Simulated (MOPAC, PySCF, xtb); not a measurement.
Dissociation curve of Cl2, singlet.

Levels of theory: UHF/cc-pVTZ (PySCF); GFN1-xTB (xtb); UCCSD(T) = PySCF 2.14.0 with CCSD(T) on UHF/cc-pVTZ, 10 core orbitals frozen; AM1, restricted, heats of formation (MOPAC).

Energies are in mEh, each relative to the lowest point of its own curve near equilibrium.

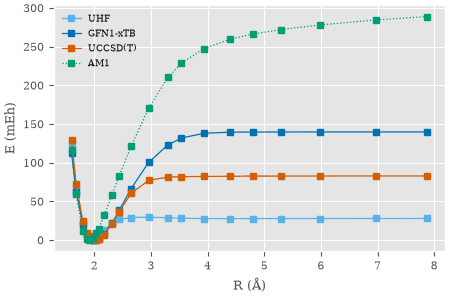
Figure: Energy against bond length for each method.

| R / Å | UHF | GFN1-xTB | UCCSD(T) | AM1 |
|---|---|---|---|---|
| 1.60 | 124.3 | 112.2 | 129.5 | 115.8 |
| 1.68 | 67.4 | 62.7 | 72.5 | 58.9 |
| 1.80 | 20.1 | 20.8 | 24.1 | 12.3 |
| 1.87 | 6.9 | 8.2 | 9.7 | 1.8 |
| 1.91 | 2.7 | 3.8 | 4.7 | 0.0 |
| 1.98 | 0.0 | 0.1 | 0.4 | 2.6 |
| 2.04 | 1.3 | 0.0 | 0.0 | 9.0 |
| 2.08 | 3.5 | 1.3 | 1.1 | 14.9 |
| 2.18 | 12.8 | 7.9 | 7.1 | 32.5 |
| 2.31 | 22.2 | 21.6 | 20.6 | 57.9 |
| 2.44 | 26.6 | 38.2 | 36.6 | 82.9 |
| 2.65 | 29.1 | 66.4 | 60.3 | 120.9 |
| 2.96 | 29.6 | 100.3 | 77.1 | 170.5 |
| 3.30 | 28.8 | 123.0 | 81.4 | 210.1 |
| 3.54 | 28.2 | 131.8 | 82.0 | 228.5 |
| 3.94 | 27.7 | 138.0 | 82.2 | 247.5 |
| 4.40 | 27.7 | 139.4 | 82.4 | 259.6 |
| 4.81 | 27.7 | 139.6 | 82.6 | 266.3 |
| 5.30 | 27.8 | 139.7 | 82.7 | 272.1 |
| 5.99 | 27.9 | 139.7 | 82.8 | 278.1 |
| 6.97 | 27.9 | 139.8 | 82.8 | 284.4 |
| 7.88 | 27.9 | 139.8 | 82.8 | 288.9 |

At the longest distance, 7.88 Å, AM1 lies highest above its minimum (288.9 mEh) and UHF lowest (27.9 mEh).

The unrestricted determinant behind UHF, UCCSD(T) is spin-contaminated at 2.18 to 7.88 Å (<S²> up to 1.0, against 0.00 for a pure singlet). The restricted form behind AM1 keeps the bonding electrons paired and can't separate into open-shell fragments.
